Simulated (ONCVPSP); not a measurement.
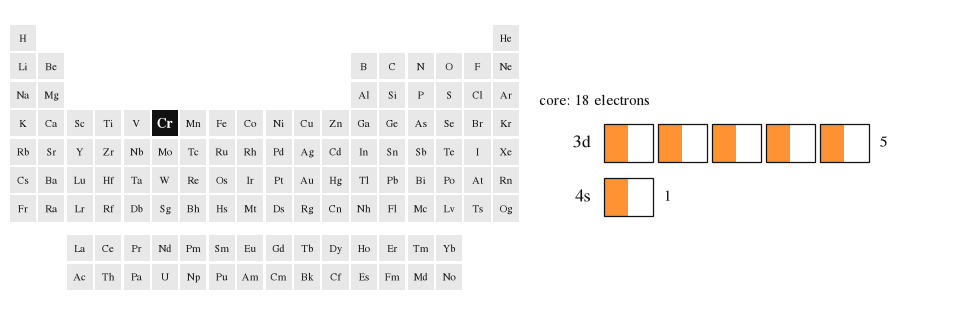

*Left, the place of chromium in the periodic table; right, the valence shells of the reference configuration: a box for each of the 2l + 1 orbitals, shaded by the share of the shell that is filled, with the electron count at the right.*

## Run report: Cr, pseudopotential generation (part 1 of 2)

Chromium (Cr, Z = 24), core [Ar], reference valence 3d5 4s1, valence charge 6. Computed at this level: ONCV potential, PBE, fully relativistic, made with ONCVPSP 4.0.1.

## Input
```
# ATOM AND REFERENCE CONFIGURATION
# atsym  z   nc   nv     iexc    psfile
  Cr 24.00    5    2        4      upf
#
#   n    l    f
    1    0    2.00
    2    0    2.00
    2    1    6.00
    3    0    2.00
    3    1    6.00
    3    2    5.00
    4    0    1.00
#
# PSEUDOPOTENTIAL AND OPTIMIZATION
# lmax
    2
#
#   l,   rc,      ep,       ncon, nbas, qcut
    0    2.30    0.00    5    9    2.40
    1    2.35    0.04    3    7    3.50
    2    1.75    0.00    4    8    8.90
#
# LOCAL POTENTIAL
# lloc, lpopt,  rc(5),   dvloc0
    4    1    1.55    0.00
#
# VANDERBILT-KLEINMAN-BYLANDER PROJECTORs
# l, nproj, debl
    0    2    3.20
    1    3    3.10
    2    3    1.70
#
# MODEL CORE CHARGE
# icmod, fcfact, rcfact
    1    0.55    0.00
#
# LOG DERIVATIVE ANALYSIS
# epsh1, epsh2, depsh
   -2.00    5.00    0.02
#
# OUTPUT GRID
# rlmax, drl
    6.00    0.01
#
# TEST CONFIGURATIONS
# ncnf
    4
# nvcnf
#   n    l    f
    2
    3    2    5.00
    4    0    0.00
#
    2
    3    2    4.00
    4    0    0.00
#
    2
    3    2    3.00
    4    0    0.00
#
    3
    3    2    5.00
    4    0    0.00
    4    1    1.00
#
```

Launched with:
```bash
oncvpspr.x < Cr.dat > Cr.out
```

## Output (extracts)
```
ONCVPSP  (Optimized Norm-Conservinng Vanderbilt PSeudopotential)
relativistic version 4.0.1

#   n    l    f        energy (Ha)
    1    0    2.00    -2.1608029D+02
    2    0    2.00    -2.4510956D+01
    2    1    6.00    -2.0493890D+01    -2.0811718D+01
    3    0    2.00    -2.7185780D+00
    3    1    6.00    -1.6572798D+00    -1.6946379D+00
    3    2    5.00    -1.0595007D-01    -1.0879037D-01
    4    0    1.00    -1.4724993D-01

Reference configufation results
  iterations    32
  all-electron total energy (Ha)   -1.05054320D+03

Begin loop to  construct optimized pseudo wave functions
and semi-local pseudopoentials for all angular momenta

   Wellstate for l =  0  n =  6 kap= -1
     eigenvalue =   3.0528
     asymptotic potential =   3.5528
     half-point radius =  3.6421

Calculating optimized projector #   1

 for l=   0

    Fraction of norm inside rc  0.201528
    Optimizing pswf for qcut=   2.39 a_B^-1,  ecut=   2.86 Ha
    Residual kinetic energy error=  1.55D-03 Ha

    Energy error per electron        Cutoff
         Ha          eV             Ha
         0.01000     0.27211        1.67
         0.00100     0.02721        3.15
         0.00010     0.00272       10.42
         0.00001     0.00027       26.19

Calculating optimized projector #   2

 for l=   0

    Fraction of norm inside rc  0.165404
    Optimizing pswf for qcut=   2.39 a_B^-1,  ecut=   2.86 Ha
    Residual kinetic energy error=  3.13D-01 Ha

    Energy error per electron        Cutoff
         Ha          eV             Ha
         0.01000     0.27211       10.69
         0.00100     0.02721       32.28
         0.00010     0.00272       53.66
         0.00001     0.00027       59.90

   Wellstate for l =  1  n =  4 kap= -2
     eigenvalue =   0.0400
     asymptotic potential =   0.5400
     half-point radius =  6.0125

   Wellstate for l =  1  n =  6 kap= -2
     eigenvalue =   3.1400
     asymptotic potential =   3.6400
     half-point radius =  3.7699

   Wellstate for l =  1  n =  8 kap= -2
     eigenvalue =   6.2400
     asymptotic potential =   6.7400
     half-point radius =  4.1680

Calculating optimized projector #   1

 for l=   1

    Fraction of norm inside rc  0.148176
    Optimizing pswf for qcut=   3.51 a_B^-1,  ecut=   6.14 Ha
    Residual kinetic energy error=  3.84D-05 Ha

    Energy error per electron        Cutoff
         Ha          eV             Ha
         0.01000     0.27211        0.76
         0.00100     0.02721        2.29
         0.00010     0.00272        3.94
         0.00001     0.00027       28.62

Calculating optimized projector #   2

 for l=   1

    Fraction of norm inside rc  0.174372
    Optimizing pswf for qcut=   3.51 a_B^-1,  ecut=   6.14 Ha
    Residual kinetic energy error=  2.63D-02 Ha

    Energy error per electron        Cutoff
         Ha          eV             Ha
         0.01000     0.27211        7.56
         0.00100     0.02721       16.78
         0.00010     0.00272       44.60
         0.00001     0.00027       99.22

Calculating optimized projector #   3

 for l=   1

    Fraction of norm inside rc  0.126431
    Optimizing pswf for qcut=   3.51 a_B^-1,  ecut=   6.14 Ha
    Residual kinetic energy error=  1.39D-01 Ha

    Energy error per electron        Cutoff
         Ha          eV             Ha
         0.01000     0.27211       29.58
         0.00100     0.02721       55.84
         0.00010     0.00272      104.64

   Wellstate for l =  1  n =  4 kap=  1
     eigenvalue =   0.0400

   Wellstate for l =  1  n =  6 kap=  1
     eigenvalue =   3.1377

   Wellstate for l =  1  n =  8 kap=  1
     eigenvalue =   6.2336

Calculating optimized projector #   1

 for l=   1

    Fraction of norm inside rc  0.151908
    Optimizing pswf for qcut=   3.51 a_B^-1,  ecut=   6.14 Ha
    Residual kinetic energy error=  2.83D-05 Ha

    Energy error per electron        Cutoff
         Ha          eV             Ha
         0.01000     0.27211        0.77
         0.00100     0.02721        2.35
         0.00010     0.00272        3.96
         0.00001     0.00027       26.97

Calculating optimized projector #   2

 for l=   1

    Fraction of norm inside rc  0.175684
    Optimizing pswf for qcut=   3.51 a_B^-1,  ecut=   6.14 Ha
    Residual kinetic energy error=  2.74D-02 Ha

    Energy error per electron        Cutoff
         Ha          eV             Ha
         0.01000     0.27211        7.51
         0.00100     0.02721       15.70
         0.00010     0.00272       40.90
         0.00001     0.00027       87.20

Calculating optimized projector #   3

 for l=   1

    Fraction of norm inside rc  0.127147
    Optimizing pswf for qcut=   3.51 a_B^-1,  ecut=   6.14 Ha
    Residual kinetic energy error=  1.40D-01 Ha

    Energy error per electron        Cutoff
         Ha          eV             Ha
         0.01000     0.27211       24.04
         0.00100     0.02721       54.47
         0.00010     0.00272      102.58

   Wellstate for l =  2  n =  5 kap= -3
     eigenvalue =   1.5940
     asymptotic potential =   2.0940
     half-point radius =  4.1862

   Wellstate for l =  2  n =  6 kap= -3
     eigenvalue =   3.2940
     asymptotic potential =   3.7940
     half-point radius =  3.8735

Calculating optimized projector #   1

 for l=   2

    Fraction of norm inside rc  0.705461
    Optimizing pswf for qcut=   8.90 a_B^-1,  ecut=  39.58 Ha
    Residual kinetic energy error=  8.15D-06 Ha

    Energy error per electron        Cutoff
         Ha          eV             Ha
         0.01000     0.27211       25.40
         0.00100     0.02721       30.53
         0.00010     0.00272       34.55
         0.00001     0.00027       39.63

Calculating optimized projector #   2

 for l=   2

    Fraction of norm inside rc  0.111729
    Optimizing pswf for qcut=   8.90 a_B^-1,  ecut=  39.58 Ha
    Residual kinetic energy error=  2.13D-05 Ha

    Energy error per electron        Cutoff
         Ha          eV             Ha
         0.01000     0.27211       26.22
         0.00100     0.02721       32.26
         0.00010     0.00272       36.82
         0.00001     0.00027       47.94

Calculating optimized projector #   3

 for l=   2

    Fraction of norm inside rc  0.136474
    Optimizing pswf for qcut=   8.90 a_B^-1,  ecut=  39.58 Ha
    Residual kinetic energy error=  1.42D-04 Ha

    Energy error per electron        Cutoff
         Ha          eV             Ha
         0.01000     0.27211       29.58
         0.00100     0.02721       35.57
         0.00010     0.00272       40.35
         0.00001     0.00027       69.00

   Wellstate for l =  2  n =  5 kap=  2
     eigenvalue =   1.5912

   Wellstate for l =  2  n =  6 kap=  2
     eigenvalue =   3.2931

Calculating optimized projector #   1

 for l=   2

    Fraction of norm inside rc  0.709531
    Optimizing pswf for qcut=   8.90 a_B^-1,  ecut=  39.58 Ha
    Residual kinetic energy error=  7.80D-06 Ha

    Energy error per electron        Cutoff
         Ha          eV             Ha
         0.01000     0.27211       25.44
         0.00100     0.02721       30.57
         0.00010     0.00272       34.59
         0.00001     0.00027       39.61

Calculating optimized projector #   2

 for l=   2

    Fraction of norm inside rc  0.111866
    Optimizing pswf for qcut=   8.90 a_B^-1,  ecut=  39.58 Ha
    Residual kinetic energy error=  2.16D-05 Ha

    Energy error per electron        Cutoff
         Ha          eV             Ha
         0.01000     0.27211       26.25
         0.00100     0.02721       32.28
         0.00010     0.00272       36.85
         0.00001     0.00027       48.14

Calculating optimized projector #   3

 for l=   2

    Fraction of norm inside rc  0.136742
    Optimizing pswf for qcut=   8.90 a_B^-1,  ecut=  39.58 Ha
    Residual kinetic energy error=  1.44D-04 Ha

    Energy error per electron        Cutoff
         Ha          eV             Ha
         0.01000     0.27211       29.60
         0.00100     0.02721       35.60
         0.00010     0.00272       40.38
         0.00001     0.00027       69.21

Construct Vanderbilt / Kleinmman-Bylander projectors

B matrix Hermiticity error, ll=  0  kap= -1
   1   2   -1.0750D-04

  Orthonormal projector coefficients  5.6597E+00  9.0088E-01

B matrix Hermiticity error, ll=  1  kap= -2
   1   2   -9.6340D-05
   1   3   -6.3076D-05
   2   3   -1.6687D-04

  Orthonormal projector coefficients  7.2879E+00  2.8104E+00  4.9726E-01

B matrix Hermiticity error, ll=  1  kap=  1
   1   2   -9.6682D-05
   1   3   -6.2532D-05
   2   3   -1.6850D-04

  Orthonormal projector coefficients  6.8012E+00  2.6693E+00  4.6774E-01

B matrix Hermiticity error, ll=  2  kap= -3
   1   2   -1.0646D-04
   1   3    1.4672D-04
   2   3    7.4598D-05

  Orthonormal projector coefficients -9.7392E+00 -4.6223E+00 -1.0272E+00

B matrix Hermiticity error, ll=  2  kap=  2
   1   2   -1.0704D-04
   1   3    1.4771D-04
   2   3    7.4752D-05

  Orthonormal projector coefficients -9.7580E+00 -4.6345E+00 -1.0312E+00

 Orthonormal scalar projector coefficients, l =  1
  7.1206E+00  2.7654E+00  4.8755E-01  2.7692E-03  2.2414E-04  1.4342E-06

 Orthonormal spin-orbit projector coefficients, l =  1
  4.7763E-01 -8.0671E-02  5.1029E-02 -1.9950E-02  1.0332E-02 -1.6868E-04

 Orthonormal scalar projector coefficients, l =  2
 -9.7467E+00 -4.6272E+00 -1.0288E+00 -9.6352E-08 -2.3692E-08 -2.4561E-10

 Orthonormal spin-orbit projector coefficients, l =  2
  7.8963E-03  4.6995E-03  1.4621E-03 -4.4759E-05 -1.4938E-05 -2.1249E-07

Model core correction analysis
  based on d2Exc/dn_idn_j

d2excae - all-electron derivatives

   -1.741211D-02   -2.902942D-03
   -3.588564D-03   -2.564499D-03

d2excps - pseudofunction derivatives with no core correction

   -4.137012D-02   -4.390100D-03
   -5.776664D-03   -3.924298D-03

rms 2nd derivative error    1.207098E-02

Polynomial model core charge

d2excps - pseudofunction derivatives with core correction

   -2.580787D-02   -3.500256D-03
   -4.378979D-03   -2.990995D-03

rms 2nd derivative error    4.232377E-03

Pseudoatom total energy   -9.774589

Diagnostic tests using Vanderbilt-Kleinman-Bylander pseudopotentials
  relativistic with J = L +/- 1/2 projectors

   l  kap   rcore       rmatch      e in        delta e    norm test   slope test

   0  -1   2.3122635   2.3824688  -0.1472499  -0.0000001   1.0000075   1.0000036
   0  -1   2.3122635   2.3824688   3.0527501   0.0000386   0.9996633   0.9996633

   1  -2   2.3541345   2.4256111   0.0400000  -0.0001060   0.9998521   0.9998521
   1   1   2.3541345   2.4256111   0.0376825  -0.0000930   0.9998742   0.9998742
   1  -2   2.3541345   2.4256111   3.1400000  -0.0003397   1.0001918   1.0001918
   1   1   2.3541345   2.4256111   3.1336285  -0.0002900   1.0001754   1.0001754
   1  -2   2.3541345   2.4256111   6.2400000   0.0010522   1.0003687   1.0003687
   1   1   2.3541345   2.4256111   6.2350688   0.0009637   1.0003836   1.0003836

   2  -3   1.7560230   1.8093397  -0.1059501  -0.0000026   1.0000714   1.0000857
   2   2   1.7560230   1.8093397  -0.1087904   0.0000016   1.0000779   1.0000594
   2  -3   1.7560230   1.8093397   1.5940499   0.0000211   1.0001634   1.0001634
   2   2   1.7560230   1.8093397   1.5931170   0.0000238   1.0001627   1.0001627
   2  -3   1.7560230   1.8093397   3.2940499   0.0000443   1.0002168   1.0002168
   2   2   1.7560230   1.8093397   3.2930598   0.0000460   1.0002174   1.0002174

Diagnostic tests using Vanderbilt-Kleinman-Bylander pseudopotentials
  relativistic with scalar and spin-orbit non-local projectors

   l  kap   rcore       rmatch      e in        delta e    norm test   slope test

   0  -1   2.3122635   2.3824688  -0.1472499  -0.0000001   1.0000075   1.0000036
   0  -1   2.3122635   2.3824688   3.0527501   0.0000386   0.9996633   0.9996633

   1  -2   2.3541345   2.4256111   0.0400000  -0.0001192   0.9998461   0.9998461
   1   1   2.3541345   2.4256111   0.0376825  -0.0001123   0.9998681   0.9998681
   1  -2   2.3541345   2.4256111   3.1400000  -0.0004037   1.0002130   1.0002130
   1   1   2.3541345   2.4256111   3.1336285  -0.0003558   1.0001959   1.0001959
   1  -2   2.3541345   2.4256111   6.2400000   0.0010417   1.0004078   1.0004078
   1   1   2.3541345   2.4256111   6.2350688   0.0009541   1.0004149   1.0004149

   2  -3   1.7560230   1.8093397  -0.1059501  -0.0000026   1.0000714   1.0000857
   2   2   1.7560230   1.8093397  -0.1087904   0.0000016   1.0000779   1.0000594
   2  -3   1.7560230   1.8093397   1.5940499   0.0000211   1.0001634   1.0001634
   2   2   1.7560230   1.8093397   1.5931170   0.0000238   1.0001627   1.0001627
   2  -3   1.7560230   1.8093397   3.2940499   0.0000443   1.0002168   1.0002168
   2   2   1.7560230   1.8093397   3.2930598   0.0000460   1.0002174   1.0002174

Ghost test for J = L + 1/2

 Testing for bound ghosts
   n   l    E NL Schr. Eq   E Basis Diag.   E Cutoff

   1   0       -0.147250       -0.136494     64.76

   2   1       -0.036048        0.003966     54.06

   3   2       -0.105953       -0.101157    143.70
```

(Continued in part 2.) Outcome of the run: generated.
